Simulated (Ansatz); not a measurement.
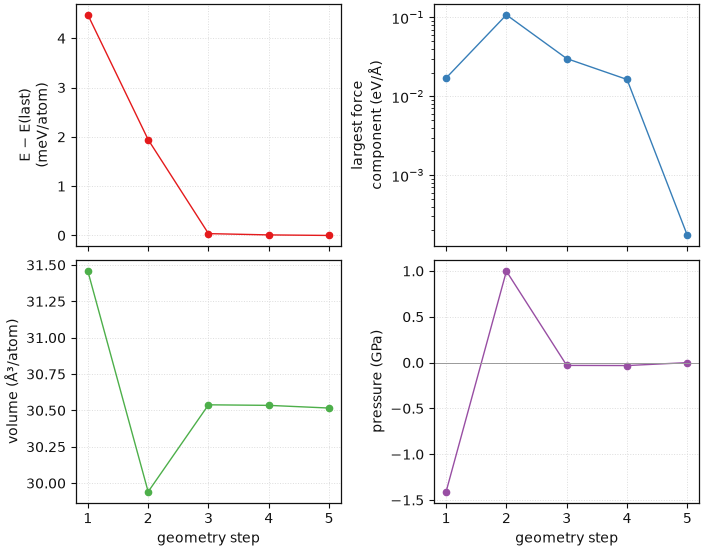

History of a geometry optimisation. Atoms and cell relax. A closing SCF on a freshly chosen basis isn't drawn.

CdSiSb2 (P-4m2, 4 atoms in the cell); DFT, r2SCAN, plane waves, PAW (Ansatz); cutoff 500 eV, 6×6×4 k-mesh, Fermi–Dirac smearing of 0.02 eV.

How did it end, and what did it gain?

The optimisation met its thresholds at geometry 5, counting the start as the first. The energy fell by about 4.5 meV/atom from the first step to the last. The largest force component goes from about 0.017 eV/Å at the start to 1.7 × 10⁻⁴ eV/Å at the end, with a peak of 0.11 eV/Å at step 2.

What happens to the cell?

The volume shrinks from 31.5 to 30.5 Å³ per atom (−3 %), overshooting to 29.9 at step 2, as the pressure goes from −1.4 GPa to about 0 GPa. The start was expanded.
